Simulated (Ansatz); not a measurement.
# Geometry relaxation, with input and output: ZrN2H5Cl3 (part 2 of 2)

ZrN2H5Cl3; RKS PBE-D4/def2-SVP (Ansatz 0.2.0). The input holds or restrains some coordinates. It belongs to a series of runs on one base structure; here: pulled along the bonds that form and break, towards end B.

Geometry of the input (Å):
```
Zr 0.0000  0.0000  0.0000
N  0.0000  0.0000  2.5600
H  -0.8770  -0.2713  3.0900
H  0.8770  0.2713  3.0900
N  2.0840  0.0000  -0.7359
H  2.5823  -0.9180  -0.9166
H  2.5853  0.9180  -0.9082
Cl -1.1869  2.0563  -0.8392
Cl -1.1869  -2.0563  -0.8392
Cl 1.0572  2.4585  0.8892
H  0.5567  1.2946  2.2106
```

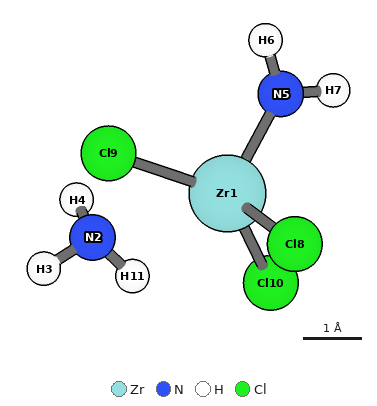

Figure 1. The geometry at step 12 of the log (ball-and-stick view, seen at a tilt; atoms are numbered from 1 in the order of the input).

### Output, continued
```
Atom 7 at    -0.521639     1.687666    -2.553069 Å, force     0.021649     0.006207     0.016740 eV/Å
Atom 8 at    -1.451650    -1.098814    -0.220998 Å, force    -0.016310     0.001589     0.012119 eV/Å
Atom 9 at     0.015291     2.690077     1.029298 Å, force    -0.017945    -0.702229    -0.650953 eV/Å
Atom 10 at     0.345162     0.969671     2.914295 Å, force     0.046396    -0.549020     0.009878 eV/Å
Dipole moment:     0.625179    -0.438022     0.531990 e Å
```

### Trajectory as extended XYZ (Å, eV, eV/Å), 10 of the 21 frames kept, from step=1 to step=21
```
11
Properties=species:S:1:pos:R:3:forces:R:3 step=1 energy=-41881.86105
Zr    0.0000    0.0000    0.0000    1.8974   1.8168  -0.1253
N     0.0000    0.0000    2.5600    1.6748   1.6905  -2.3659
H    -0.8770   -0.2713    3.0900    1.2515   1.0691  -0.1092
H     0.8770    0.2713    3.0900   -0.9412  -1.8927   0.5078
N     2.0840    0.0000   -0.7359   -2.4705  -0.5561   0.8208
H     2.5823   -0.9180   -0.9166   -0.2308   1.4219  -0.0871
H     2.5853    0.9180   -0.9082   -0.3345  -1.4316   0.2303
Cl   -1.1869    2.0563   -0.8392   -0.3186  -2.0831  -0.2632
Cl   -1.1869   -2.0563   -0.8392    0.8665   1.3596   0.6791
Cl    1.0572    2.4585    0.8892    0.5435  -1.1923   1.5859
H     0.5567    1.2946    2.2106   -1.9381  -0.2020  -0.8732
11
Properties=species:S:1:pos:R:3:forces:R:3 step=3 energy=-41882.65352
Zr    0.0969    0.1800   -0.3105    0.1893   0.0425   1.5101
N     0.0378    0.0991    2.7757    0.9946   1.3562  -3.6479
H    -0.8652   -0.2388    3.1228    0.5606   0.8115   0.6453
H     0.9353    0.2067    3.1867    1.2923  -2.4452   2.4236
N     2.0518   -0.0055   -0.7431   -0.2596  -0.1841  -0.5310
H     2.5761   -0.8902   -0.9191   -0.1129   0.6858  -0.0721
H     2.5786    0.8846   -0.9005   -0.0287  -0.8495   0.2176
Cl   -1.2194    2.0203   -0.8723   -1.3391  -0.4878  -1.1910
Cl   -1.1558   -2.0076   -0.8224    0.9438   1.4866   0.4586
Cl    1.0983    2.4481    0.6501    0.6901  -0.8869   0.8258
H     0.3574    1.0565    2.4331   -2.9304   0.4708  -0.6392
11
Properties=species:S:1:pos:R:3:forces:R:3 step=5 energy=-41884.16743
Zr    0.1290    0.3137   -0.4690    0.1032   0.9120   1.4797
N     0.0903    0.1442    2.9065   -2.9599   1.5955  -3.0350
H    -0.8103   -0.2470    3.2655    1.2451   0.5189   0.1146
H     0.9528   -0.0204    3.3131    2.1185  -1.0957   1.6235
N     2.0399   -0.0278   -0.9187    0.5074  -0.0050  -0.3754
H     2.5850   -0.9027   -0.9807   -0.1229   0.2181  -0.2337
H     2.6530    0.8117   -0.8670   -0.1188  -0.6033  -0.0781
Cl   -1.4484    1.9645   -1.1339   -0.1736  -0.2489  -0.5676
Cl   -0.9904   -1.7680   -0.7438    0.0979  -0.0173   0.1871
Cl    1.1953    2.3230    0.5995   -0.2187  -0.2989   0.3733
H     0.0957    1.1619    2.6292   -0.4783  -0.9755   0.5115
11
Properties=species:S:1:pos:R:3:forces:R:3 step=8 energy=-41885.12638
Zr    0.1939    0.4762   -0.4305    0.2662   0.5983   1.1080
N     0.0081    0.1251    2.9234   -0.1385   0.6021  -0.7248
H    -0.7841   -0.1870    3.5004    0.0885  -0.0255  -0.0159
H     0.8787   -0.1678    3.3854   -0.0750   0.0361   0.0005
N     2.0269    0.0040   -1.1122   -0.0381  -0.0391  -0.0137
H     2.4606   -0.8997   -1.3579   -0.2177   0.2233  -0.0899
H     2.7612    0.7193   -1.0052   -0.0283  -0.0687  -0.1267
Cl   -1.3466    1.8220   -1.6623    0.3330  -0.2442  -0.1069
Cl   -0.8272   -1.6686   -0.4669    0.0781   0.1289   0.1553
Cl    1.1156    2.3603    0.9199   -0.3615  -0.5909  -0.3473
H     0.0045    1.1694    2.9065    0.0934  -0.6203   0.1612
11
Properties=species:S:1:pos:R:3:forces:R:3 step=10 energy=-41885.33950
Zr    0.2386    0.5308   -0.3792    0.2746   0.6321   1.0730
N    -0.0033    0.0983    2.9743    0.0694   0.5845  -0.4792
H    -0.8465   -0.1883    3.4896    0.0440   0.0106  -0.0229
H     0.8029   -0.3028    3.4727   -0.0507   0.0036  -0.0285
N     2.0155    0.0492   -1.1641    0.0647  -0.0261   0.0063
H     2.3505   -0.8599   -1.5115   -0.1080   0.1066  -0.0134
H     2.7811    0.7366   -1.2199   -0.0759  -0.0455  -0.0440
Cl   -1.0959    1.6898   -1.9442    0.0949  -0.0755  -0.0516
Cl   -0.8091   -1.5846   -0.2069    0.0152   0.0406   0.0437
Cl    0.9711    2.4489    1.0305   -0.2758  -0.6283  -0.5244
H     0.0869    1.1351    3.0594   -0.0523  -0.6026   0.0411
11
Properties=species:S:1:pos:R:3:forces:R:3 step=12 energy=-41885.38541
Zr    0.2296    0.5827   -0.3619    0.0378   0.7047   1.0222
N     0.0738    0.0625    2.9860    0.1370   0.5796  -0.5000
H    -0.8174   -0.1698    3.4407   -0.0178   0.0012   0.0082
H     0.8095   -0.4285    3.5082    0.0158  -0.0062   0.0102
N     2.0104    0.0657   -1.0915    0.0499  -0.0329   0.0059
H     2.2508   -0.8448   -1.5003    0.0160  -0.0172  -0.0036
H     2.7772    0.7292   -1.2563    0.0299   0.0089   0.0012
Cl   -0.9026    1.5896   -2.1704    0.0255  -0.0185   0.0381
Cl   -0.8959   -1.4827   -0.1331   -0.0146   0.0068   0.0088
Cl    0.7196    2.5644    1.0645   -0.1866  -0.6572  -0.6045
H     0.2367    1.0848    3.1149   -0.0928  -0.5694   0.0135
11
Properties=species:S:1:pos:R:3:forces:R:3 step=14 energy=-41885.39873
Zr    0.1854    0.6264   -0.4052    0.1153   0.5459   1.2542
N     0.1741    0.0372    2.9366    0.1102   0.5848  -0.4009
H    -0.7282   -0.2168    3.3605    0.0410  -0.0020  -0.0091
H     0.9034   -0.4516    3.4733   -0.0431   0.0375  -0.0253
N     2.0144    0.0436   -0.9858   -0.1937   0.1050  -0.0508
H     2.2394   -0.8743   -1.3864    0.0412  -0.0486   0.0206
H     2.8000    0.6860   -1.1442    0.0503   0.0028   0.0202
Cl   -0.8660    1.5962   -2.2738    0.0472   0.0029  -0.0609
Cl   -1.0401   -1.3771   -0.1168    0.0213   0.0786  -0.0440
Cl    0.5018    2.6218    1.0521   -0.1229  -0.6846  -0.6874
H     0.3074    1.0616    3.0904   -0.0669  -0.6223  -0.0166
11
Properties=species:S:1:pos:R:3:forces:R:3 step=17 energy=-41885.43995
Zr    0.0919    0.6561   -0.4322    0.1520   0.6448   1.0533
N     0.3003   -0.0119    2.8863   -0.0193   0.6108  -0.4519
H    -0.5580   -0.3523    3.3411    0.0793   0.0156  -0.0099
H     1.0972   -0.3977    3.4108   -0.0700   0.0413  -0.0321
N     1.9411    0.0402   -0.8813    0.0837  -0.2279  -0.0400
H     2.2404   -0.9252   -1.0945   -0.0945   0.2053   0.0701
H     2.7325    0.6746   -1.0512   -0.0129   0.0115   0.0095
Cl   -0.6834    1.6312   -2.4309   -0.0010   0.0010   0.0019
Cl   -1.2754   -1.2494   -0.1755   -0.0121   0.0213   0.0011
Cl    0.2854    2.6610    1.0250   -0.1144  -0.6833  -0.6268
H     0.3199    1.0263    3.0032    0.0092  -0.6404   0.0247
11
Properties=species:S:1:pos:R:3:forces:R:3 step=19 energy=-41885.44332
Zr    0.0471    0.6882   -0.4623    0.0407   0.6909   0.9358
N     0.3877   -0.0312    2.8386   -0.1207   0.6317  -0.3824
H    -0.4426   -0.4273    3.3035    0.1156   0.0416  -0.0359
H     1.2128   -0.3771    3.3481   -0.0782   0.0436  -0.0396
N     1.9023    0.0336   -0.8245    0.1670  -0.5690   0.0803
H     2.2152   -0.9586   -0.8759   -0.2010   0.5356   0.0299
H     2.7138    0.6417   -0.9886    0.0192   0.0344  -0.0380
Cl   -0.5867    1.6468   -2.5281    0.0256  -0.0297   0.1343
Cl   -1.4070   -1.1532   -0.2143    0.0299   0.0433   0.0147
Cl    0.1025    2.6849    1.0266   -0.0476  -0.7347  -0.6849
H     0.3466    1.0053    2.9776    0.0494  -0.6877  -0.0143
11
Properties=species:S:1:pos:R:3:forces:R:3 step=21 energy=-41885.46867
Zr    0.0276    0.7138   -0.4830    0.0529   0.6267   1.0617
N     0.4182   -0.0644    2.7957   -0.0862   0.6121  -0.4675
H    -0.3759   -0.4774    3.3005   -0.0045  -0.0078   0.0020
H     1.2705   -0.3616    3.2859    0.0118  -0.0026   0.0013
N     1.8898    0.0325   -0.7559   -0.0557   0.0346   0.0081
H     2.1993   -0.9361   -0.6097    0.0299   0.0146   0.0174
H     2.6750    0.5977   -1.1022    0.0180  -0.0341  -0.0107
Cl   -0.5216    1.6877   -2.5531    0.0216   0.0062   0.0167
Cl   -1.4517   -1.0988   -0.2210   -0.0163   0.0016   0.0121
Cl    0.0153    2.6901    1.0293   -0.0179  -0.7022  -0.6510
H     0.3452    0.9697    2.9143    0.0464  -0.5490   0.0099
```

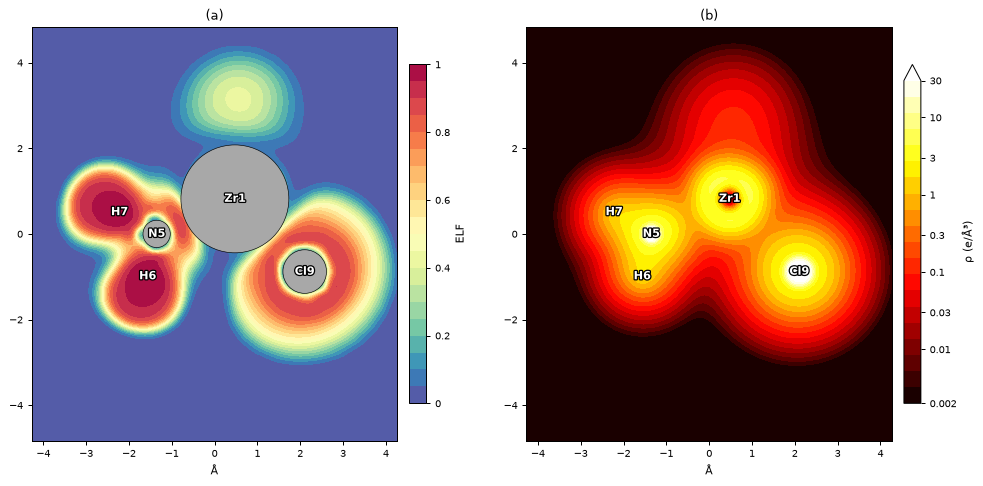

Figure 2. (a) ELF; (b) electron density on the plane of atoms N5, Zr1 and Cl9. Grey discs, where drawn, cover atomic cores. The section cuts through Zr, N, H and Cl sites.

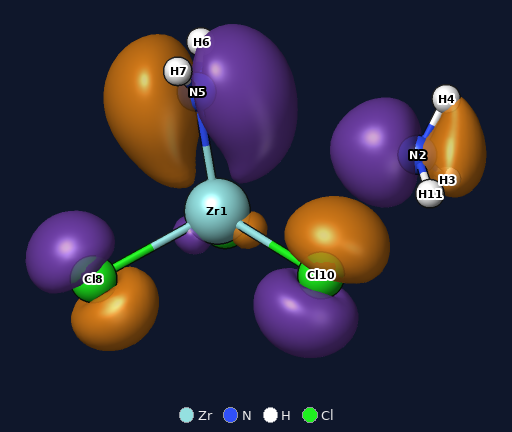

Figure 3. One frontier orbital at ±0.1 Å⁻³ᐟ² (orange and purple are the two phases), seen at a tilt. The HOMO−1, at −6.69 eV.
